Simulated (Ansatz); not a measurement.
Relaxed C (diamond):

```xyz
2
Lattice="0.0000 1.7858 1.7858 1.7858 0.0000 1.7858 1.7858 1.7858 0.0000" Properties=species:S:1:pos:R:3 pbc="T T T"
C      1.7858     1.7858     1.7858
C      2.6787     2.6787     2.6787
```

In each cell atom 2 (C, nearest neighbour C at 1.547 Å; its periodic images, 2.5 Å or more away, move with it) moves by s·(-0.577, -0.577, -0.577) (towards the nearest neighbour), the rest being held.

The numbers are results of PBE (plane waves to 420 eV, PAW, scalar-relativistic; Ansatz, a first-principles code), not measurements. k mesh 13×13×13 (Γ-centred), Fermi-Dirac smearing 0.05 eV. Energies are smeared free energies. Left out: 1 of 11 points, with atoms too close for the PAW data. As the smearing reaches across the gap at some points, energies and forces of such displacements shift with the k mesh and the smearing. C was relaxed with its symmetry unable to fall. The PAW data are Ansatz's earlier set. ΔE is measured from the undisplaced structure.

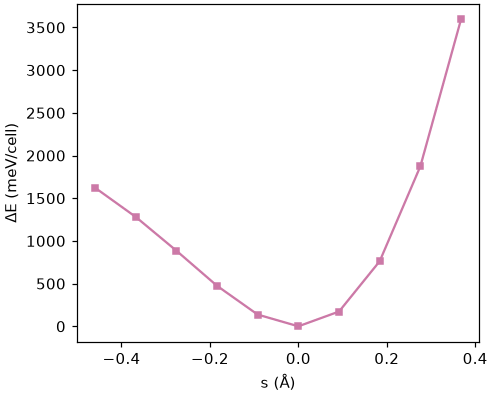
*ΔE (meV/cell) against s (Å); computed points joined by lines.*

### Question
Is the energy the same for displacements of ±0.368 Å, and if not, which side lies higher?

### Answer
Not even: the positive side lies higher at ±0.368 Å.

### Question
What is the energy change at s = 0.368 Å?

### Answer
About 3600 meV/cell.

(A displaced cell: forces are minus the slopes of the energy, force constants its curvatures, and phonons follow from these.)
